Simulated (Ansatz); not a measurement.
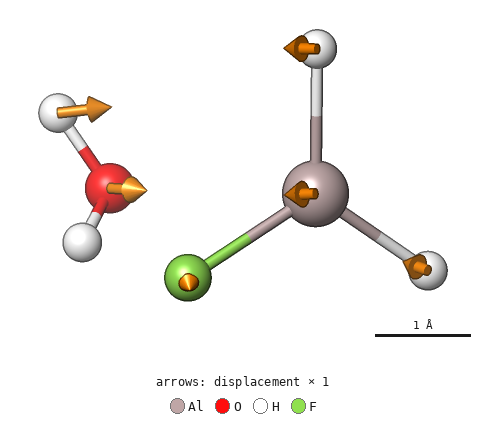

A relaxation of AlH4OF. The starting structure is drawn; orange arrows show the displacements, at their true length. The two geometries are superimposed by the best rigid fit.

The picture is a ball-and-stick view, seen at a tilt.

The run prepares an end point of a later path (reaction) calculation, from a guessed geometry.

Theory: RKS PBE0-D4/def2-mTZVP in Ansatz.

Input
```yaml
crystal:
  periodic: [false, false, false]
  atoms:
    - { symbol: Al, position_ang: [0.057132, 0.421095, -0.505818] }
    - { symbol: O, position_ang: [-0.04213, 0.000954, 2.425397] }
    - { symbol: H, position_ang: [-0.943103, -0.135288, 2.742708] }
    - { symbol: H, position_ang: [1.458401, -0.126558, -0.973925] }
    - { symbol: H, position_ang: [-1.359247, -0.150217, -0.906633] }
    - { symbol: F, position_ang: [0.054554, 1.878587, 0.335181] }
    - { symbol: H, position_ang: [0.013393, 0.969927, 2.253889] }
basis:
  gaussian: { orbitals: def2-mTZVP }
hamiltonian:
  xc: pbe0
  dispersion: d4
relax:
  f_tol: 0.03
  max_steps: 50
output:
  orbitals: {}
```

Launched with:
```bash
ansatz run input.yaml --threads 1 --pin off --max-ram 2048MiB --backend cpu --events-out ev --progress --plain --runs-dir out
```

Q: Describe the change and its energy.

A: The largest move after the best rigid fit is that of H3, 0.60 Å. By element the largest moves are H 0.60 Å, O 0.55 Å, Al 0.41 Å, F 0.25 Å. Some distances before and after: Al1–O2 2.963 → 2.011 Å, Al1–H5 1.579 → 1.595 Å, O2–H7 0.986 → 0.971 Å, Al1–H4 1.576 → 1.585 Å. New bonds form, among them: Al1–O2 (2.96 → 2.01 Å). Bond angles that change, for instance: H4–Al1–H5 126.6° → 122.4°, H3–O2–H7 104.4° → 106.5°. The energy falls by 0.643 eV in 8 geometry steps. The largest force component goes from 0.82 to 0.0092 eV/Å. The run took 12 s on 1 thread of Intel(R) Xeon(R) 6975P-C (Granite Rapids), with other jobs on the host, peak memory 0.15 GiB.
